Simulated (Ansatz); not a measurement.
```xyz
12

C    -2.4009    0.8534    0.2107
C    -1.0747    0.7875    0.3242
Al   -0.0514   -0.7274   -0.4183
As    2.3263   -0.3960    0.0402
H    -2.9585    0.0718   -0.2960
H    -2.9396    1.6977    0.6282
H    -0.5342    1.5783    0.8342
H    -0.2855   -0.8040   -1.9960
H    -0.5427   -2.0852    0.2632
H     2.8508   -1.5901    0.9028
H     3.1033   -0.3323   -1.3152
H     2.5070    0.9462    0.8220
```

The calculation used Ansatz, SCF B3LYP, Gaussian basis.

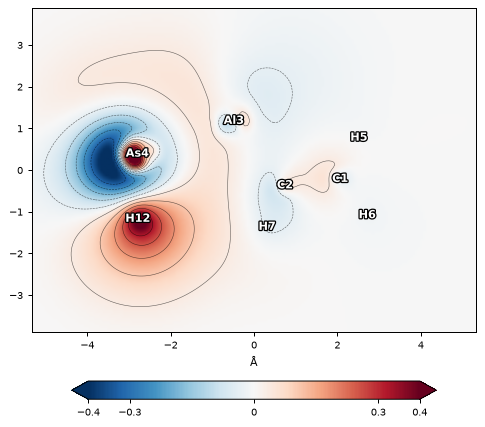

C₂H₈AlAs (SMILES C=[CH][AlH2-][AsH3+]). The LUMO on the plane of atoms C1, C2 and Al3 (values in Å⁻³ᐟ²; the overall sign is arbitrary).

Q: What is the character of this orbital?

A: Its weight (Hirshfeld) is mainly on As4 (about 40 %), H12 (about 20 %), H10 (about 15 %) and H11 (about 15 %). Its energy is −1.67 eV.
